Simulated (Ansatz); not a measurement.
# BH5N2 (SMILES NBN) at CCSD(T)/6-311+G(d,p)

What is the vertical singlet–triplet gap of BH5N2 at CCSD(T)/6-311+G**? 

The calculation is run with Ansatz 0.2.0.

**1. The structure to begin with**

BH5N2 has 8 atoms, charge 0, and is taken as a singlet. SMILES: `NBN`. The coordinates come from a PBE0-D4/def2-TZVP relaxation.

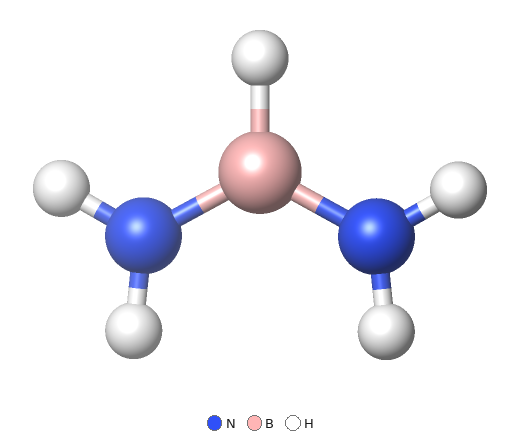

Viewed from a chosen angle; nitrogen blue, boron pink, hydrogen white.

**2. A single-point energy at CCSD(T)/6-311+G(d,p)**

Input file job.yaml:

```yaml
crystal:
  periodic: [false, false, false]
  atoms:
    - {symbol: N, position_ang: [-0.971000, 0.516500, -0.581100]}
    - {symbol: B, position_ang: [0.194200, 0.386600, 0.200500]}
    - {symbol: "N", position_ang: [0.848200, -0.845200, 0.401400]}
    - {symbol: H, position_ang: [-1.426800, -0.244500, -1.053400]}
    - {symbol: H, position_ang: [-1.423900, 1.400900, -0.713700]}
    - {symbol: H, position_ang: [0.649700, 1.368600, 0.718000]}
    - {symbol: H, position_ang: [1.676700, -0.919800, 0.960900]}
    - {symbol: H, position_ang: [0.545000, -1.720300, 0.011600]}
basis:
  gaussian:
    orbitals: 6-311+G_st__st_.json
correlation:
  method: ccsd_t
  frozen_orbitals: {B: 1, H: 0, "N": 1}
accuracy: high
scf:
  omitted_lower_state_checks: [cluster_reference, increment]
```

The basis set 6-311+G** is read from a file made from the Basis Set Exchange's data (not shown).

Command:

```bash
ansatz run job.yaml --threads 1 --pin off --max-ram 3480MiB --events-out events.jsonl --progress --plain --runs-dir runs
```

Standard output, shortened:

```text
Warning: RAYON_NUM_THREADS=1 ignored (pool sized by the plan → 1); use --threads N
Functional definition: HF
  name "HF"
[...]
1919 factors; integrals over basis functions are off by at most 3.4e-9 eV
[...]
mean field -3717.68256145 eV, -136.6223141975 hartree, gradient 1.9e-8 eV, S^2 0.000000; 0 other end points of the search recorded, 0 dependent functions left out
3 core orbitals not correlated: weight in the atoms' cores, before any rotation towards them, 1.000 or more for the frozen orbitals, at most 0.000 for the correlated occupied ones
reference -3717.68256145 eV, -136.6223141975 hartree; 9, 9 occupied and 84, 84 virtual orbitals, 1919 factors
second order -12.53921768 eV of doubles, -0.00000000 eV of singles
cycle   1  -12.92700622 eV  change   -3.9e-1 eV  update   7.2e-2
[...]
cycle  20  -13.29831751 eV  change  -4.4e-10 eV  update  7.4e-10
perturbative correction -0.41617031 eV, -0.0152939768 hartree
Total energy: -3731.39704927 eV, -137.1263123288 hartree
Checks for a lower state left out: cluster_reference, increment
```

Wall time 12 s (1 thread of Intel Xeon 6975P-C (Granite Rapids), shared host); peak memory 0.72 GiB.

**3. The triplet, same level**

Input file run.yaml:

```yaml
crystal:
  periodic: [false, false, false]
  atoms:
    - {symbol: N, position_ang: [-0.971000, 0.516500, -0.581100]}
    - {symbol: B, position_ang: [0.194200, 0.386600, 0.200500]}
    - {symbol: "N", position_ang: [0.848200, -0.845200, 0.401400]}
    - {symbol: H, position_ang: [-1.426800, -0.244500, -1.053400]}
    - {symbol: H, position_ang: [-1.423900, 1.400900, -0.713700]}
    - {symbol: H, position_ang: [0.649700, 1.368600, 0.718000]}
    - {symbol: H, position_ang: [1.676700, -0.919800, 0.960900]}
    - {symbol: H, position_ang: [0.545000, -1.720300, 0.011600]}
basis:
  gaussian: {orbitals: 6-311+G_st__st_.json}
magnetization: {spin_polarized: true, initial_magnetization: 2}
correlation: {method: ccsd_t, frozen_orbitals: {B: 1, H: 0, "N": 1}}
accuracy: high
scf: {omitted_lower_state_checks: [cluster_reference, increment]}
```

The basis set 6-311+G** is read from a file made from the Basis Set Exchange's data (not shown).

Command:

```bash
ansatz run run.yaml --threads 1 --pin off --max-ram 3480MiB --events-out events.jsonl --progress --plain --runs-dir runs
```

Standard output, shortened:

```text
Warning: RAYON_NUM_THREADS=1 ignored (pool sized by the plan → 1); use --threads N
[... 2 set-up lines as earlier in the session ...]
[...]
1919 factors; integrals over basis functions are off by at most 3.4e-9 eV
[...]
mean field -3712.40327380 eV, -136.4283039548 hartree, gradient 1.9e-8 eV, S^2 2.032186; 9 other end points of the search recorded, 0 dependent functions left out
3 core orbitals not correlated: weight in the atoms' cores, before any rotation towards them, 1.000 or more for the frozen orbitals, at most 0.000 for the correlated occupied ones
reference -3712.40327380 eV, -136.4283039548 hartree; 10, 8 occupied and 83, 85 virtual orbitals, 1919 factors
second order -11.58443981 eV of doubles, -0.00000000 eV of singles
cycle   1  -12.13824640 eV  change   -5.5e-1 eV  update   9.8e-2
[...]
cycle  30  -12.68605742 eV  change   5.5e-10 eV  update  7.5e-10
perturbative correction -0.47222738 eV, -0.0173540361 hartree
Total energy: -3725.56155860 eV, -136.9118620023 hartree
Checks for a lower state left out: cluster_reference, increment
```

Wall time 48 s (1 thread of Intel Xeon 6975P-C (Granite Rapids), shared host); peak memory 1.4 GiB.

**4. Results**

Level: CCSD(T)/6-311+G**, 3 core orbitals frozen.

```
                                            quantity          value
                               singlet: total energy  -137.12631 Eh
singlet: correlation energy (3 core orbitals frozen)     -504.0 mEh
                             singlet: (T) correction     -15.29 mEh
                              singlet: T1 diagnostic          0.012
                               triplet: total energy  -136.91186 Eh
triplet: correlation energy (3 core orbitals frozen)     -483.6 mEh
                             triplet: (T) correction     -17.35 mEh
                                       triplet: ⟨S²⟩          2.032
                              triplet: T1 diagnostic          0.048
    vertical energy of the triplet above the singlet       5.835 eV
```

**Reading.** At this shape the triplet lies 5.84 eV (135 kcal/mol) above the singlet. The triples (singlet) make up 3.0 % of the correlation energy. The T1 diagnostic (triplet) of 0.048 is above the customary mark of 0.045, so a single reference may not serve. The triples (triplet) make up 3.6 % of the correlation energy.
